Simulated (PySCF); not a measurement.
Al(Me)(NH2)(NMe2), SMILES [CH3][Al]([N](C)C)[NH2] at its GFN2-xTB optimised geometry (Å):

```
17

Al    -0.6151     0.0705     0.0000
C     -1.5932     1.8040     0.0000
H     -1.3713     2.4168     0.8768
H     -2.6701     1.6208    -0.0014
H     -1.3691     2.4184    -0.8752
N     -1.4910    -1.4796     0.0000
H     -2.5005    -1.5452    -0.0037
H     -1.1151    -2.4184     0.0050
N      1.1923     0.0705     0.0000
C      1.9834     1.2848     0.0067
C      2.0235    -1.1148    -0.0063
H      2.6276     1.3364     0.8943
H      2.6289     1.3454    -0.8794
H      1.3150     2.1461     0.0106
H      2.6701    -1.1447    -0.8934
H      2.6698    -1.1545     0.8805
H      1.3860    -1.9979    -0.0114
```

Calculation: PBE0/def2-SVP in PySCF. Cells within 0.4 Å of a nucleus heavier than hydrogen are left out (blank, or x).

Map of the Laplacian of the electron density (e/bohr⁵), clipped to [-1.50, 1.50] on the plane z = 0.0 Å:

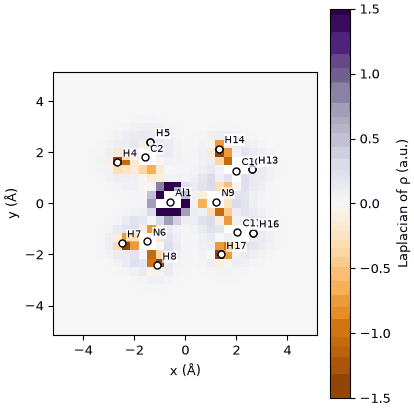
Laplacian of the electron density (e/bohr⁵), clipped to [-1.50, 1.50] on the plane z = 0.0 Å.
